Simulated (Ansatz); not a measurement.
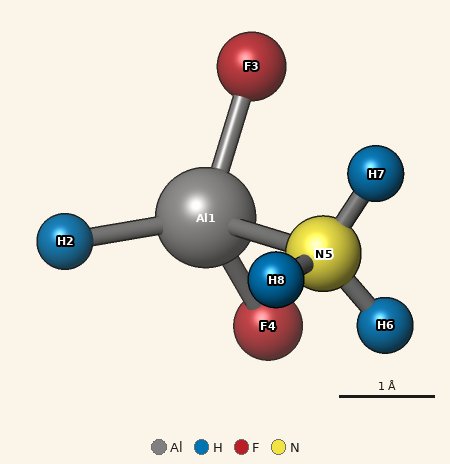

The starting structure (ball-and-stick view, seen at a tilt; atoms are numbered from 1 in the order of the input). Sticks mark near contacts. Bond lengths as drawn: Al–F 1.69 Å, Al–H 1.60 Å, Al–N 2.06 Å and H–N 1.03 Å.

Run report: AlNH$_{4}$F$_{2}$, nudged elastic band (part 1 of 2)

AlNH$_{4}$F$_{2}$, computed with RKS PBE-D4/6-31G* (Ansatz 0.2.0).

The run did not end well. One setting was made poor on purpose. It belongs to a series of runs on one base structure; here: band between the two ends.

### The input
```yaml
crystal:
  periodic: [false, false, false]
  atoms:
    - { symbol: Al, position_ang: [0.011414, -0.042653, 0.205237] }
    - { symbol: H, position_ang: [-0.236624, 0.894186, 1.479773] }
    - { symbol: F, position_ang: [1.544503, -0.040148, -0.494044] }
    - { symbol: F, position_ang: [-1.26574, -0.273154, -0.869613] }
    - { symbol: "N", position_ang: [0.068717, -1.96258, 0.959185] }
    - { symbol: H, position_ang: [-0.668246, -2.51997, 0.508442] }
    - { symbol: H, position_ang: [0.976275, -2.386244, 0.727205] }
    - { symbol: H, position_ang: [-0.0623, -2.015538, 1.976515] }
basis:
  gaussian: { orbitals: "6-31G*" }
hamiltonian:
  xc: pbe
  dispersion: d4
neb:
  order_check: false
  images: 5
  f_tol: 0.05
  max_iterations: 60
  max_displacement: 0.5
  optimiser: fire
  final_atoms:
    - { symbol: Al, position_ang: [0.10789071, -0.67391946, -0.15597033] }
    - { symbol: H, position_ang: [-0.25566885, 0.51803006, 2.0105393] }
    - { symbol: F, position_ang: [1.4961705, 0.22921093, -0.30554732] }
    - { symbol: F, position_ang: [-1.32185708, -0.01993731, -0.69737228] }
    - { symbol: "N", position_ang: [0.16730683, -2.34186164, 0.45148845] }
    - { symbol: H, position_ang: [-0.62089378, -2.98601379, 0.40493] }
    - { symbol: H, position_ang: [1.03304076, -2.84635484, 0.63507389] }
    - { symbol: H, position_ang: [-0.23799008, -0.22525495, 2.14955828] }
  initial_path:
    images:
      - { positions_ang: [[0.011414, -0.042653, 0.205237], [-0.236624, 0.894186, 1.479773], [1.544503, -0.040148, -0.494044], [-1.26574, -0.273154, -0.869613], [0.068717, -1.96258, 0.959185], [-0.668246, -2.51997, 0.508442], [0.976275, -2.386244, 0.727205], [-0.0623, -2.015538, 1.976515]] }
      - { positions_ang: [[0.01041346, -0.02789511, 0.13762211], [-0.17344537, 0.59439498, 1.62370656], [1.52827068, -0.02156359, -0.59592304], [-1.32045115, -0.18421609, -0.87467861], [0.07808522, -2.00998867, 0.87204051], [-0.578897, -2.63490645, 0.38925], [0.86286575, -2.37438168, 1.01034356], [-0.03884257, -1.68754439, 1.93033891]] }
      - { positions_ang: [[0.00941293, -0.01313721, 0.07000723], [-0.11026675, 0.29460396, 1.76764011], [1.51203835, -0.00297918, -0.69780208], [-1.37516231, -0.09527818, -0.87974421], [0.08745343, -2.05739733, 0.78489601], [-0.48954801, -2.74984291, 0.27005801], [0.74945649, -2.36251936, 1.29348213], [-0.01538515, -1.35955079, 1.88416281]] }
      - { positions_ang: [[0.00841239, 0.00162068, 0.00239234], [-0.04708812, -0.00518706, 1.91157367], [1.49580603, 0.01560523, -0.79968112], [-1.42987346, -0.00634027, -0.88480982], [0.09682165, -2.104806, 0.69775152], [-0.40019901, -2.86477936, 0.15086601], [0.63604724, -2.35065703, 1.57662069], [0.00807228, -1.03155718, 1.83798672]] }
      - { positions_ang: [[0.04157183, -0.22355937, -0.05039522], [-0.11661503, 0.16921865, 1.94456221], [1.49592752, 0.08680713, -0.63496985], [-1.393868, -0.01087262, -0.82233064], [0.12031671, -2.18382455, 0.61566383], [-0.47376393, -2.90519084, 0.23555401], [0.76837841, -2.51588964, 1.26277176], [-0.07394851, -0.76278977, 1.94184391]] }
      - { positions_ang: [[0.07473127, -0.44873941, -0.10318277], [-0.18614194, 0.34362435, 1.97755076], [1.49604901, 0.15800903, -0.47025859], [-1.35786254, -0.01540496, -0.75985146], [0.14381177, -2.26284309, 0.53357614], [-0.54732886, -2.94560231, 0.32024201], [0.90070958, -2.68112224, 0.94892282], [-0.15596929, -0.49402236, 2.0457011]] }
      - { positions_ang: [[0.10789071, -0.67391946, -0.15597033], [-0.25566885, 0.51803006, 2.0105393], [1.4961705, 0.22921093, -0.30554732], [-1.32185708, -0.01993731, -0.69737228], [0.16730683, -2.34186164, 0.45148845], [-0.62089378, -2.98601379, 0.40493], [1.03304076, -2.84635484, 0.63507389], [-0.23799008, -0.22525495, 2.14955828]] }
```

Command:
```bash
ansatz run input.yaml --threads 1 --pin off --max-ram 2048MiB --backend cpu --events-out ev --progress --plain --runs-dir out
```

### What the program printed
```
Engine: ansatz 0.2.0, x86_64-unknown-linux-gnu
Functional definition: PBE
  parameter kappa = 0.804
  parameter beta = 0.06672455060314922
  exchange = pbe_x(kappa = kappa, mu = beta*pi^2/3)
  correlation = pbe_c(beta = beta)
824 factors; their error is unknown
mean field evaluation 1: about -13570.9899 eV, gradient 7.0e1 eV
mean field evaluation 2: about -13551.1472 eV, gradient 1.3e2 eV
mean field evaluation 4: about -13579.1790 eV, gradient 6.6e0 eV
mean field evaluation 8: about -13579.2587 eV, gradient 3.2e-2 eV
mean field evaluation 16: about -13579.2261 eV, gradient 7.5e-5 eV
mean field -13579.22612811 eV, -499.0273558779 hartree, gradient 7.5e-5 eV, S^2 0.000000; 0 other end points of the search recorded, 0 dependent functions left out
the calculation of the forces begins
reference -13579.22617595 eV, -499.0273576362 hartree; 21, 21 occupied and 51, 51 virtual orbitals, 824 factors
824 factors; their error is unknown
mean field evaluation 32: about -13578.3562 eV, gradient 1.8e-5 eV
mean field -13578.35620813 eV, -498.9953869083 hartree, gradient 1.8e-5 eV, S^2 0.000000; 0 other end points of the search recorded, 0 dependent functions left out
[... from here on the field's lines of each further geometry are left out, up to the last ...]
NEB iter   1: max|band force component| = 9.021e0 eV/Å  barrier→ = 3.7046 eV  barrier← = 2.8420 eV  Δτ_max = 0.1480 Å  (179 SCF iters)
NEB iter   2: max|band force component| = 5.455e0 eV/Å  barrier→ = 3.2132 eV  barrier← = 2.3506 eV  Δτ_max = 0.0218 Å  (149 SCF iters)
NEB iter   3: max|band force component| = 4.601e0 eV/Å  barrier→ = 3.1162 eV  barrier← = 2.2536 eV  Δτ_max = 0.0397 Å  (142 SCF iters)
NEB iter   4: max|band force component| = 2.760e0 eV/Å  barrier→ = 2.9357 eV  barrier← = 2.0731 eV  Δτ_max = 0.0480 Å  (142 SCF iters)
NEB iter   5: max|band force component| = 2.346e0 eV/Å  barrier→ = 2.6960 eV  barrier← = 1.8334 eV  Δτ_max = 0.0091 Å  (140 SCF iters)
NEB iter   6: max|band force component| = 2.239e0 eV/Å  barrier→ = 2.6365 eV  barrier← = 1.7739 eV  Δτ_max = 0.0181 Å  (133 SCF iters)
NEB iter   7: max|band force component| = 2.029e0 eV/Å  barrier→ = 2.5251 eV  barrier← = 1.6625 eV  Δτ_max = 0.0265 Å  (139 SCF iters)
NEB iter   8: max|band force component| = 1.703e0 eV/Å  barrier→ = 2.3760 eV  barrier← = 1.5134 eV  Δτ_max = 0.0340 Å  (139 SCF iters)
NEB iter   9: max|band force component| = 1.501e0 eV/Å  barrier→ = 2.2110 eV  barrier← = 1.3484 eV  Δτ_max = 0.0399 Å  (137 SCF iters)
NEB iter  10: max|band force component| = 1.306e0 eV/Å  barrier→ = 2.0555 eV  barrier← = 1.1929 eV  Δτ_max = 0.0438 Å  (138 SCF iters)
NEB iter  11: max|band force component| = 1.043e0 eV/Å  barrier→ = 1.9275 eV  barrier← = 1.0649 eV  Δτ_max = 0.0506 Å  (136 SCF iters)
NEB iter  12: max|band force component| = 9.212e-1 eV/Å  barrier→ = 1.8190 eV  barrier← = 0.9564 eV  Δτ_max = 0.0545 Å  (137 SCF iters)
NEB iter  13: max|band force component| = 1.091e0 eV/Å  barrier→ = 1.7290 eV  barrier← = 0.8664 eV  Δτ_max = 0.0068 Å  (135 SCF iters)
NEB iter  14: max|band force component| = 7.659e-1 eV/Å  barrier→ = 1.7084 eV  barrier← = 0.8458 eV  Δτ_max = 0.0114 Å  (129 SCF iters)
NEB iter  15: max|band force component| = 6.827e-1 eV/Å  barrier→ = 1.6772 eV  barrier← = 0.8146 eV  Δτ_max = 0.0154 Å  (133 SCF iters)
NEB iter  16: max|band force component| = 5.158e-1 eV/Å  barrier→ = 1.6470 eV  barrier← = 0.7844 eV  Δτ_max = 0.0036 Å  (132 SCF iters)
NEB iter  17: max|band force component| = 5.071e-1 eV/Å  barrier→ = 1.6406 eV  barrier← = 0.7780 eV  CI = image 3  Δτ_max = 0.0061 Å  (122 SCF iters)
NEB iter  18: max|band force component| = 4.857e-1 eV/Å  barrier→ = 1.6312 eV  barrier← = 0.7686 eV  CI = image 3  Δτ_max = 0.0091 Å  (128 SCF iters)
NEB iter  19: max|band force component| = 7.406e-1 eV/Å  barrier→ = 1.6202 eV  barrier← = 0.7576 eV  CI = image 3  Δτ_max = 0.0116 Å  (128 SCF iters)
NEB iter  20: max|band force component| = 6.241e-1 eV/Å  barrier→ = 1.6085 eV  barrier← = 0.7459 eV  CI = image 3  Δτ_max = 0.0136 Å  (125 SCF iters)
NEB iter  21: max|band force component| = 4.226e-1 eV/Å  barrier→ = 1.5961 eV  barrier← = 0.7335 eV  CI = image 3  Δτ_max = 0.0158 Å  (133 SCF iters)
NEB iter  22: max|band force component| = 3.592e-1 eV/Å  barrier→ = 1.5828 eV  barrier← = 0.7202 eV  CI = image 3  Δτ_max = 0.0196 Å  (138 SCF iters)
NEB iter  23: max|band force component| = 3.466e-1 eV/Å  barrier→ = 1.5668 eV  barrier← = 0.7042 eV  CI = image 3  Δτ_max = 0.0236 Å  (138 SCF iters)
NEB iter  24: max|band force component| = 3.230e-1 eV/Å  barrier→ = 1.5471 eV  barrier← = 0.6845 eV  CI = image 3  Δτ_max = 0.0281 Å  (138 SCF iters)
NEB iter  25: max|band force component| = 4.861e-1 eV/Å  barrier→ = 1.5243 eV  barrier← = 0.6617 eV  CI = image 3  Δτ_max = 0.0048 Å  (136 SCF iters)
NEB iter  26: max|band force component| = 2.809e-1 eV/Å  barrier→ = 1.5222 eV  barrier← = 0.6596 eV  CI = image 3  Δτ_max = 0.0061 Å  (121 SCF iters)
NEB iter  27: max|band force component| = 3.450e-1 eV/Å  barrier→ = 1.5188 eV  barrier← = 0.6562 eV  CI = image 3  Δτ_max = 0.0036 Å  (128 SCF iters)
NEB iter  28: max|band force component| = 2.368e-1 eV/Å  barrier→ = 1.5173 eV  barrier← = 0.6547 eV  CI = image 3  Δτ_max = 0.0055 Å  (115 SCF iters)
NEB iter  29: max|band force component| = 3.443e-1 eV/Å  barrier→ = 1.5145 eV  barrier← = 0.6519 eV  CI = image 3  Δτ_max = 0.0036 Å  (114 SCF iters)
NEB iter  30: max|band force component| = 2.180e-1 eV/Å  barrier→ = 1.5132 eV  barrier← = 0.6506 eV  CI = image 3  Δτ_max = 0.0050 Å  (114 SCF iters)
NEB iter  31: max|band force component| = 2.652e-1 eV/Å  barrier→ = 1.5107 eV  barrier← = 0.6481 eV  CI = image 3  Δτ_max = 0.0028 Å  (113 SCF iters)
NEB iter  32: max|band force component| = 2.037e-1 eV/Å  barrier→ = 1.5095 eV  barrier← = 0.6469 eV  CI = image 3  Δτ_max = 0.0047 Å  (113 SCF iters)
NEB iter  33: max|band force component| = 2.550e-1 eV/Å  barrier→ = 1.5071 eV  barrier← = 0.6445 eV  CI = image 3  Δτ_max = 0.0028 Å  (113 SCF iters)
NEB iter  34: max|band force component| = 1.927e-1 eV/Å  barrier→ = 1.5060 eV  barrier← = 0.6434 eV  CI = image 3  Δτ_max = 0.0044 Å  (106 SCF iters)
NEB iter  35: max|band force component| = 2.041e-1 eV/Å  barrier→ = 1.5038 eV  barrier← = 0.6412 eV  CI = image 3  Δτ_max = 0.0021 Å  (105 SCF iters)
NEB iter  36: max|band force component| = 1.839e-1 eV/Å  barrier→ = 1.5027 eV  barrier← = 0.6401 eV  CI = image 3  Δτ_max = 0.0042 Å  (106 SCF iters)
NEB iter  37: max|band force component| = 1.917e-1 eV/Å  barrier→ = 1.5005 eV  barrier← = 0.6379 eV  CI = image 3  Δτ_max = 0.0062 Å  (107 SCF iters)
NEB iter  38: max|band force component| = 1.665e-1 eV/Å  barrier→ = 1.4974 eV  barrier← = 0.6348 eV  CI = image 3  Δτ_max = 0.0080 Å  (104 SCF iters)
NEB iter  39: max|band force component| = 1.640e-1 eV/Å  barrier→ = 1.4934 eV  barrier← = 0.6308 eV  CI = image 3  Δτ_max = 0.0097 Å  (119 SCF iters)
NEB iter  40: max|band force component| = 1.667e-1 eV/Å  barrier→ = 1.4886 eV  barrier← = 0.6260 eV  CI = image 3  Δτ_max = 0.0112 Å  (125 SCF iters)
NEB iter  41: max|band force component| = 1.409e-1 eV/Å  barrier→ = 1.4832 eV  barrier← = 0.6206 eV  CI = image 3  Δτ_max = 0.0140 Å  (125 SCF iters)
NEB iter  42: max|band force component| = 1.644e-1 eV/Å  barrier→ = 1.4767 eV  barrier← = 0.6141 eV  CI = image 3  Δτ_max = 0.0168 Å  (123 SCF iters)
NEB iter  43: max|band force component| = 1.405e-1 eV/Å  barrier→ = 1.4691 eV  barrier← = 0.6065 eV  CI = image 3  Δτ_max = 0.0202 Å  (125 SCF iters)
NEB iter  44: max|band force component| = 1.601e-1 eV/Å  barrier→ = 1.4605 eV  barrier← = 0.5979 eV  CI = image 3  Δτ_max = 0.0249 Å  (129 SCF iters)
NEB iter  45: max|band force component| = 2.027e-1 eV/Å  barrier→ = 1.4514 eV  barrier← = 0.5888 eV  CI = image 3  Δτ_max = 0.0307 Å  (134 SCF iters)
NEB iter  46: max|band force component| = 2.546e-1 eV/Å  barrier→ = 1.4420 eV  barrier← = 0.5794 eV  CI = image 3  Δτ_max = 0.0370 Å  (133 SCF iters)
NEB iter  47: max|band force component| = 4.267e-1 eV/Å  barrier→ = 1.4328 eV  barrier← = 0.5702 eV  CI = image 3  Δτ_max = 0.0143 Å  (131 SCF iters)
NEB iter  48: max|band force component| = 9.228e-1 eV/Å  barrier→ = 1.4321 eV  barrier← = 0.5695 eV  CI = image 3  Δτ_max = 0.0079 Å  (133 SCF iters)
NEB iter  49: max|band force component| = 2.301e-1 eV/Å  barrier→ = 1.4319 eV  barrier← = 0.5693 eV  CI = image 3  Δτ_max = 0.0095 Å  (114 SCF iters)
NEB iter  50: max|band force component| = 5.994e-1 eV/Å  barrier→ = 1.4315 eV  barrier← = 0.5689 eV  CI = image 3  Δτ_max = 0.0012 Å  (114 SCF iters)
NEB iter  51: max|band force component| = 4.833e-1 eV/Å  barrier→ = 1.4315 eV  barrier← = 0.5689 eV  CI = image 3  Δτ_max = 0.0023 Å  (95 SCF iters)
NEB iter  52: max|band force component| = 2.733e-1 eV/Å  barrier→ = 1.4314 eV  barrier← = 0.5688 eV  CI = image 3  Δτ_max = 0.0028 Å  (103 SCF iters)
NEB iter  53: max|band force component| = 1.184e-1 eV/Å  barrier→ = 1.4313 eV  barrier← = 0.5687 eV  CI = image 3  Δτ_max = 0.0026 Å  (102 SCF iters)
NEB iter  54: max|band force component| = 2.328e-1 eV/Å  barrier→ = 1.4311 eV  barrier← = 0.5685 eV  CI = image 3  Δτ_max = 0.0001 Å  (104 SCF iters)
NEB iter  55: max|band force component| = 2.225e-1 eV/Å  barrier→ = 1.4311 eV  barrier← = 0.5685 eV  CI = image 3  Δτ_max = 0.0002 Å  (79 SCF iters)
NEB iter  56: max|band force component| = 2.022e-1 eV/Å  barrier→ = 1.4310 eV  barrier← = 0.5684 eV  CI = image 3  Δτ_max = 0.0003 Å  (80 SCF iters)
NEB iter  57: max|band force component| = 1.732e-1 eV/Å  barrier→ = 1.4310 eV  barrier← = 0.5684 eV  CI = image 3  Δτ_max = 0.0004 Å  (84 SCF iters)
NEB iter  58: max|band force component| = 1.370e-1 eV/Å  barrier→ = 1.4310 eV  barrier← = 0.5684 eV  CI = image 3  Δτ_max = 0.0005 Å  (85 SCF iters)
NEB iter  59: max|band force component| = 1.244e-1 eV/Å  barrier→ = 1.4309 eV  barrier← = 0.5683 eV  CI = image 3  Δτ_max = 0.0005 Å  (89 SCF iters)
the calculation of the forces begins
reference -13578.14087807 eV, -498.9874736747 hartree; 21, 21 occupied and 51, 51 virtual orbitals, 824 factors
these checks for a lower state are left out or cut short: starts, cluster_reference, orbital_swaps, neighbouring_geometries, increment
824 factors; their error is unknown
mean field -13578.32091104 eV, -498.9940897643 hartree, gradient 5.0e-5 eV, S^2 0.000000; 0 other end points of the search recorded, 0 dependent functions left out
the calculation of the forces begins
reference -13578.32095938 eV, -498.9940915409 hartree; 21, 21 occupied and 51, 51 virtual orbitals, 824 factors
NEB iter  60: max|band force component| = 1.164e-1 eV/Å  barrier→ = 1.4309 eV  barrier← = 0.5683 eV  CI = image 3  Δτ_max = 0.0006 Å  (89 SCF iters)
```
